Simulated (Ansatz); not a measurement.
# Gate voltage at the highest density: Cr2NOS MXene monolayer

A layer charged from two gates alike needs a voltage that grows with the carrier density; the slope is e over the total capacitance.

**Method.** Ansatz 0.2.0, plane waves with PAW datasets (its set soft_2), PBE-D3(BJ); isolated slab, charged sheets 5 Å from the outer atoms behind model barriers, atoms held, Fermi-Dirac smearing of 0.02585 eV. The voltage is that of the gates (their mean) against the layer's Fermi level, from the uncharged case, which has no gap over 0.05 eV.

```tsv
run	added electrons (10¹³ per cm²)	gate voltage (V)
run 1	1.00	0.38
run 2	3.00	1.13
run 3	10.00	?
```

**Question.** What value belongs in the row marked “?”, and how far can the other rows tell?

Two rows fix a line: slope = (1.13 − 0.38) / (3.00 − 1.00) = 0.3750, intercept 0.0050. The capacitance is 1.602/0.3750 = 4.27 µF/cm², against 3.54 µF/cm² for plates 5 Å apart in vacuum on both sides; it is the larger, as where the added charge has its centre outside the outer atoms (not examined here). At 10.00 it gives 0.3750 × 10.00 + 0.0050 = 3.76 V, beyond the rows fitted. Rounding of the rows alone allows about ±0.040 V there; two rows can't show whether the line holds.

The run itself gives 3.76 V: a miss of 0.00 V, or 0.0 % of the value. The line holds within the rounding of the rows.

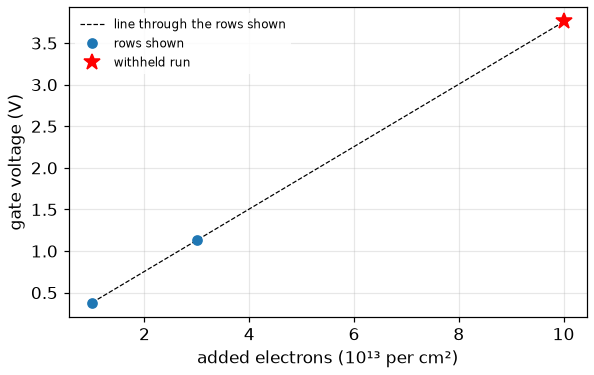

The fit and the withheld run.

**Limits.** The gates are model sheets, not atoms, and low densities sample few k-points.

[Logs are printed without paths, hosts, clocks, repeated set-up lines and the standing remarks that a program may print on its own settings, such as how far it seeks lower states.]
